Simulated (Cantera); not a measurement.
Charge: 1 mol trisilylamine, a varied amount of N2, held at 1398 K and 100000 Pa.

Cantera equilibrium calculation (NASA polynomials, part measured and part estimated; ideal gas, pure solids and liquids). Candidate condensed phases: Si, Si3N4; 18 gas species. The feed counts by its element totals alone. Mutual solubility and eutectic melting of coexisting phases are not modelled. Equilibrium is a limit: real reactors are often held back by kinetics, nucleation or transport.

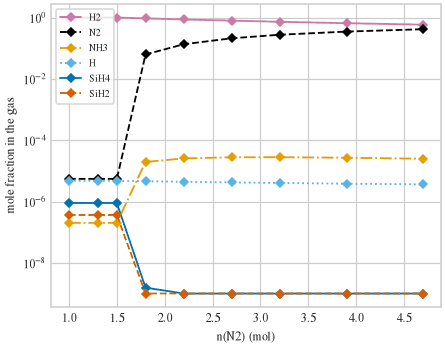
Fig. 1. Equilibrium gas composition (values under 1e-9 drawn at 1e-9)

From 1 mol N2 to 1.3 mol N2 the condensed part is Si(s) + Si3N4(s). From 1.5 mol N2 to 4.7 mol N2 the condensed part is Si3N4(s).
